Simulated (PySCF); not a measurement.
# O₂S, SMILES `O=S=O`: electronic structure

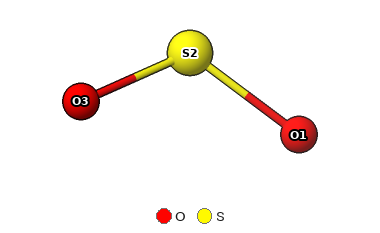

The molecule, with its atoms numbered as below. No frequency check shows the geometry to be a minimum.

Geometry (Å), atoms numbered from 1:

```
O1       1.2186   -0.3781    0.0000
S2       0.0000    0.3781    0.0000
O3      -1.2186   -0.3781    0.0000
```

Part 1: Bonding charge

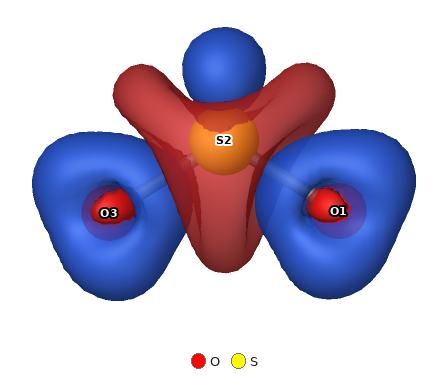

Deformation density (molecule less spherical, spin-averaged free atoms at the same positions), surfaces at ±0.05 e/Å³; blue: gain, red: loss.

Computed with PySCF, ωB97X/def2-SVPD, geometry: GFN2-xTB.

**How much density has each bond gained at its critical point, relative to the free atoms?**

O1–S2 and S2–O3: +0.11 e/Å³ at the bond critical point (bond length 1.43 Å); up to 0.6 Å beside the axis the gain reaches +0.48 e/Å³. In all, 0.9 electrons gather in the regions of gain relative to the promolecule. A small or negative value marks a very polar bond, one between electron-rich atoms, whose free-atom densities already overlap strongly, a long bond to a heavier atom, or a closed-shell contact such as a hydrogen bond.

Part 2: Bond critical points

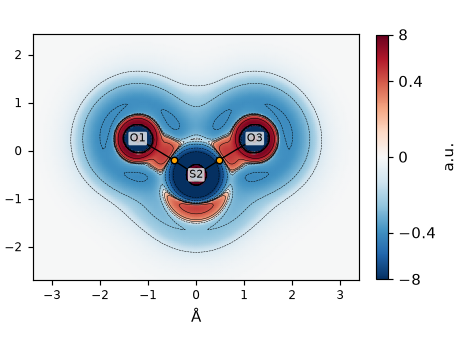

Negative Laplacian of the density (−∇²ρ) in the molecular plane (red positive, blue negative, colour scale in a.u., logarithmic beyond ±0.04), with bond paths and bond critical points (dots).

**At which bond critical points in this plane is charge locally concentrated, and at which depleted?**

At none is it concentrated. Depleted (∇²ρ > 0): O1–S2 and S2–O3 (+1.77 a.u., H = −0.270). A positive Laplacian with clearly negative H marks a strongly polar covalent bond, whose critical point lies close to the core of the less electronegative atom.

**Where along O1–S2 does the critical point lie?**

0.87 Å from O1 and 0.56 Å from S2.

Part 3: Electrostatic potential

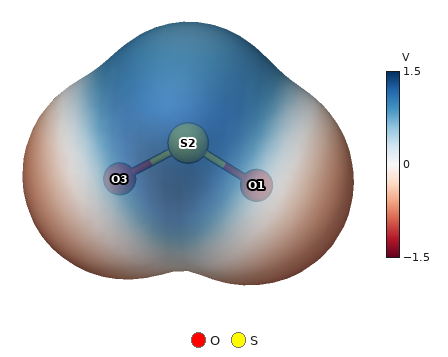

Electrostatic potential on the surface of electron density 0.001 a.u.

**Where are the extremes of the potential on the surface?**

Highest: 1.47 V, off the molecular plane, over S2 (2.0 Å), and at like points elsewhere. Lowest: −0.86 V, 1.7 Å from O3, and at like points elsewhere. Further minima include 0.79 V, 2.2 Å from S2. The surface is sampled at points, so like sites can differ by a few per cent and only the strongest of them is named.

**What volume does the surface enclose, and what is the dipole moment?**

About 58 Å³; the dipole moment is 1.9 D.

Part 4: Excited states

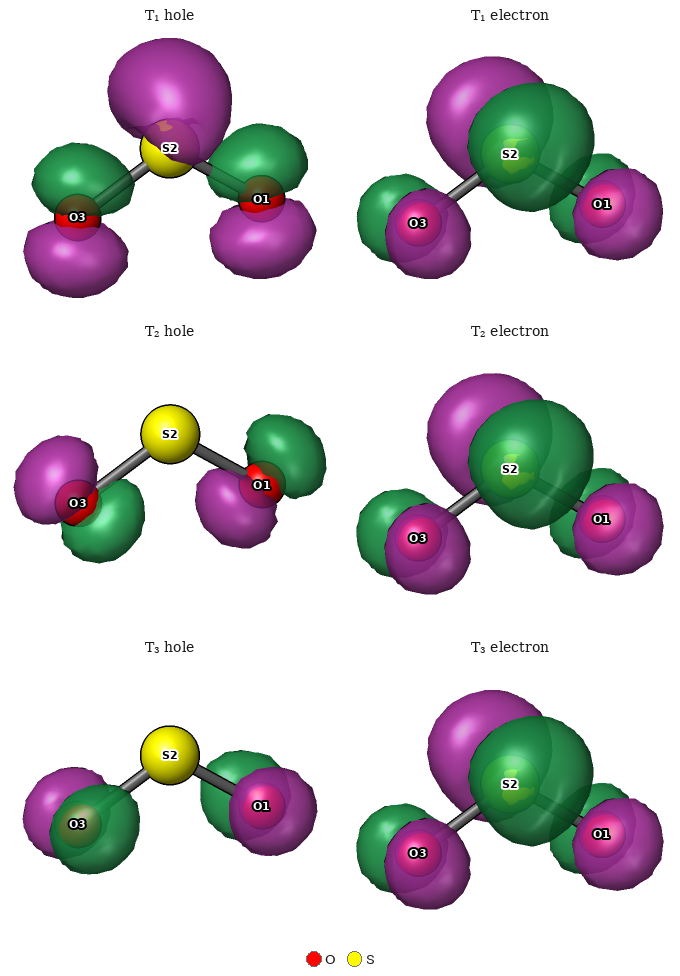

Leading natural transition orbitals (full linear response triplet states).

Level of theory: PBE/aug-cc-pVDZ (PySCF), at a geometry from GFN2-xTB.

**Describe these excited states.**

By state:
- T₁: 2.94 eV (422 nm), spin-forbidden from the singlet ground state; the leading pair carries 100 %; hole on S2 (38 %) and O1 and O3 (31 % each), electron on S2 (53 %) and O1 and O3 (24 % each); their centroids lie 0.2 Å apart.
- T₂: 3.67 eV (338 nm), spin-forbidden from the singlet ground state; the leading pair carries 100 %; hole on O1 and O3 (43 % each) and S2 (14 %), electron on S2 (52 %) and O1 and O3 (24 % each); their centroids lie 0.4 Å apart.
- T₃: 3.87 eV (321 nm), spin-forbidden from the singlet ground state; the leading pair carries 100 %; hole on O1 and O3 (43 % each) and S2 (15 %), electron on S2 (51 %) and O1 and O3 (24 % each); their centroids lie 0.4 Å apart.

Part 5: Stretching a bond

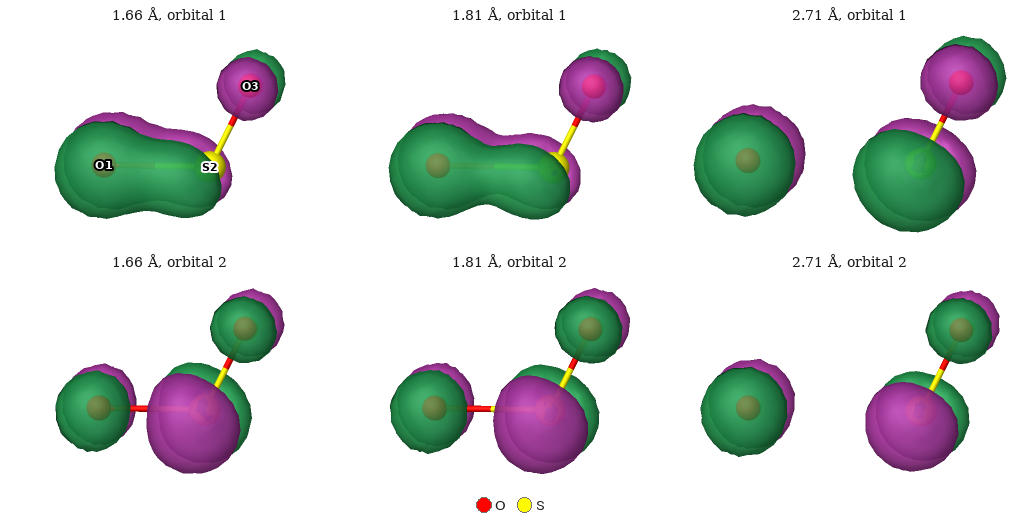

Rigid stretch of the O1–S2 bond. The two CASSCF(4,4) natural orbitals nearest half filling (orbital 1 the more occupied).

Computed with PySCF, cc-pVDZ basis, geometry: GFN2-xTB.

**How do the occupations change along the stretch?**

1.66 Å: 1.86 and 0.14; 1.81 Å: 1.77 and 0.23; 2.71 Å: 1.11 and 0.89. At the longest distance computed (4.21 Å) they are 1.00 and 1.00, and the effective number of unpaired electrons is 4.0.

UHF's ⟨S²⟩ passes 1 along the scan (up to 2.04), so it also polarises electrons outside the stretched bond; its energy lowering isn't due to that bond alone.

UHF already breaks spin symmetry near equilibrium here (⟨S²⟩ = 0.47 at 1.50 Å), for reasons apart from this bond.

**How much energy does the stretch cost?**

By CASSCF, 3.5 eV from the lowest point of the scan (1.50 Å) to 4.21 Å; RHF gives 14.9 eV from its own lowest point. The fragments aren't relaxed and dynamic correlation is missing, so this isn't a bond dissociation energy.

The PySCF runs shown took 3.5 s, 15 s and 24 s on 1 thread of Intel(R) Xeon(R) Platinum 8488C (Sapphire Rapids), with other jobs on the host.
